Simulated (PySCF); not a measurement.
**AlH2Br (SMILES [AlH2][Br]) at r2SCAN/STO-3G**

Aim: the vertical singlet–triplet gap of AlH2Br at r2SCAN/STO-3G, from 2 runs. 

The calculation is run with PySCF 2.14.0.

36 further runs of the same task are left out: 24 for a known fault of the program, 2 that didn't finish, 10 set aside as unsound or not needed.

## 1. Starting point

The species is AlH2Br (4 atoms), meant as a singlet with charge 0. As SMILES, `[AlH2][Br]`. The shape is that of a PBE0-D4/def2-TZVP optimisation.

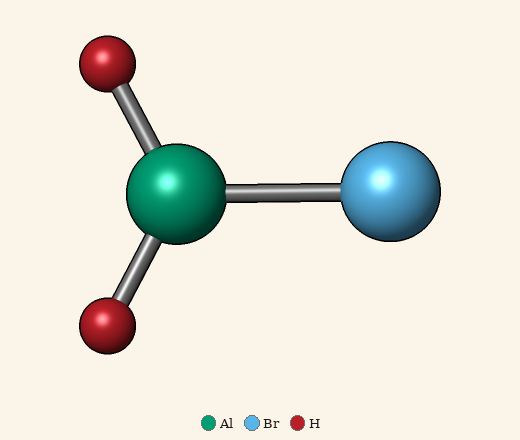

Viewed from a chosen angle; aluminium teal, bromine blue, hydrogen red.

## 2. A single-point energy at r2SCAN/STO-3G

Contents of input.py:

```python
# [AlH2][Br]
from pyscf import gto, dft

mol = gto.M(
    atom=[
    ('Al', (-0.148300, -0.064700, -0.110300)),
    ('Br', (1.684900, 0.496600, 1.079700)),
    ('H', (-0.561600, -1.584800, -0.139200)),
    ('H', (-0.919700, 1.092700, -0.850400)),
],
    spin=0,
    charge=0,
    verbose=3,
    basis='sto-3g',
    max_memory=1860,
)

mf = dft.RKS(mol, xc='r2scan')
mf.conv_tol = 1e-10
mf.grids.level = 5
mf.kernel()
if not mf.converged:
    mf = mf.newton().run(mf.mo_coeff, mf.mo_occ)

e_final = mf.e_tot
print('E(%s) = %.9f' % ('R2SCAN', e_final))
```

On the command line:

```
$ OMP_NUM_THREADS=1 python input.py
```

The log of the run:

```text
converged SCF energy = -2786.81480927946
E(R2SCAN) = -2786.814809279
```

Wall time 4.2 s (1 thread of Arm Neoverse V2, shared host); peak memory 0.24 GiB.

## 3. The triplet

Contents of job.py:

```python
from pyscf import gto, dft

mol = gto.M(
    atom='''
Al    -0.280246    -0.122265    -0.208437
Br     3.184000     0.938438     2.040337
H     -1.061270    -2.994838    -0.263050
H     -1.737981     2.064904    -1.607023
''',
    verbose=3,
    basis='sto-3g',
    max_memory=1860,
    unit='bohr',
    charge=0,
    spin=2,
)

mf = dft.UKS(mol, xc='r2scan')
mf.grids.level = 5
mf.conv_tol = 1e-10
mf.kernel()
if not mf.converged:
    mf = mf.newton().run(mf.mo_coeff, mf.mo_occ)

etot = mf.e_tot
print(f'total energy: {etot:.8f} hartree')
```

On the command line:

```
$ OMP_NUM_THREADS=1 python job.py
```

The log of the run:

```text
WARN: HOMO -0.0563332349017792 >= LUMO -0.400118331297463

WARN: HOMO 0.0609983038907124 >= LUMO -0.0254951725810515

WARN: HOMO 0.0967412427908679 >= LUMO -0.13515414370783

WARN: HOMO 0.105564886776039 >= LUMO -0.150398712789896

WARN: HOMO 0.10969060078679 >= LUMO -0.156545576902716

WARN: HOMO 0.107166798326783 >= LUMO -0.156982092011711

WARN: HOMO 0.106741873989827 >= LUMO -0.156996207517489

WARN: HOMO 0.10646684297619 >= LUMO -0.157478759687933

WARN: HOMO 0.106450214997324 >= LUMO -0.157488269985904

WARN: HOMO 0.106449198175355 >= LUMO -0.157489101907372

WARN: HOMO 0.10644871185101 >= LUMO -0.15748891687106

WARN: HOMO 0.106448158317935 >= LUMO -0.157488823726021

WARN: HOMO 0.106448109293124 >= LUMO -0.157488651437241

WARN: HOMO 0.106448089962518 >= LUMO -0.157488663073149

converged SCF energy = -2786.56356594601  <S^2> = 2.001916  2S+1 = 3.0012771
total energy: -2786.56356595 hartree
```

Wall time 11 s (1 thread of Arm Neoverse V2, shared host); peak memory 0.26 GiB.

## 4. Summary of results

At r2SCAN/STO-3G:

| quantity | value |
| --- | --- |
| singlet: total energy | -2786.81481 Eh |
| singlet: dipole moment | 2.10 D |
| singlet: HOMO energy | -3.58 eV |
| singlet: LUMO energy | 2.79 eV |
| singlet: HOMO–LUMO gap | 6.37 eV |
| triplet: total energy | -2786.56357 Eh |
| triplet: dipole moment | 0.12 D |
| triplet: ⟨S²⟩ | 2.002 |
| vertical energy of the triplet above the singlet | 6.837 eV |

At this shape the triplet lies 6.84 eV (660 kJ/mol) above the singlet. In a minimal basis such a difference can be off by several eV, whatever the method. Mulliken charges (triplet) run from -0.13 on H3 to +0.35 on Al1.
